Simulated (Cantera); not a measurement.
A closed system holds: 1 mol Fe2O3, 0.6 mol Cl2, a varied amount of O2, equilibrated at 1073.15 K and 2.93 Torr.

Cantera equilibrium calculation (NASA polynomials, part measured and part estimated; ideal gas, pure solids and liquids). Candidate condensed phases: Fe, FeCl2, FeCl3, FeO, Fe2O3, Fe3O4; 13 gas species. Rates play no part.

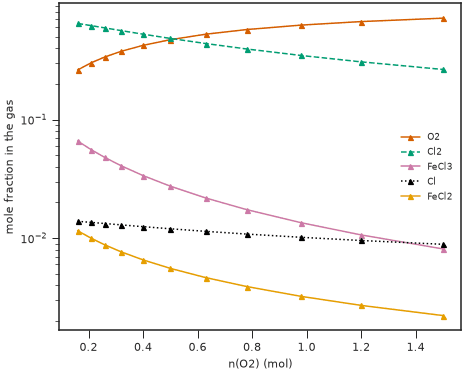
*Equilibrium gas composition (values under 1e-9 drawn at 1e-9)*

From 0.16 mol O2 to 1.5 mol O2 the condensed part is Fe2O3(s). The main Fe-bearing gas is FeCl3 throughout. The share of Fe in condensed phases is highest at 1.5 mol O2 (98.9 %) and lowest at 0.16 mol O2 (97.0 %).
